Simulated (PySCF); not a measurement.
SMILES [SiH3]O[Se]Cl at its B3LYP/def2-SVP optimised geometry (Å):

```
7

Se     2.1144     0.0277    -1.4449
Cl     1.9236     2.2288    -1.6162
O      1.1098    -0.3315     0.0000
Si    -0.5901    -0.3315     0.0000
H     -1.1098     1.0626     0.0000
H     -0.9733    -1.0273     1.2555
H     -1.1029    -1.0626    -1.1931
```

Level of theory: B3LYP/def2-TZVP in PySCF 2.14.0. Cells within 0.4 Å of a nucleus heavier than hydrogen are left out (blank, or x).

Map of the LUMO amplitude (bohr^(-3/2)) on the plane z = 0.0 Å; orbital energy -2.62 eV, overall sign arbitrary:

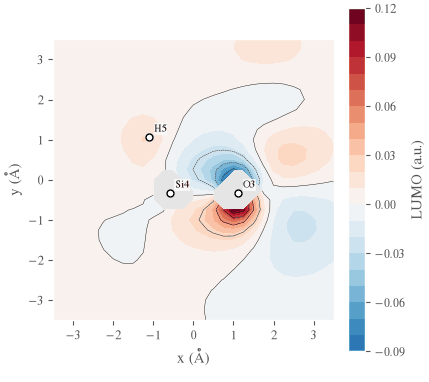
LUMO amplitude (bohr^(-3/2)) on the plane z = 0.0 Å.
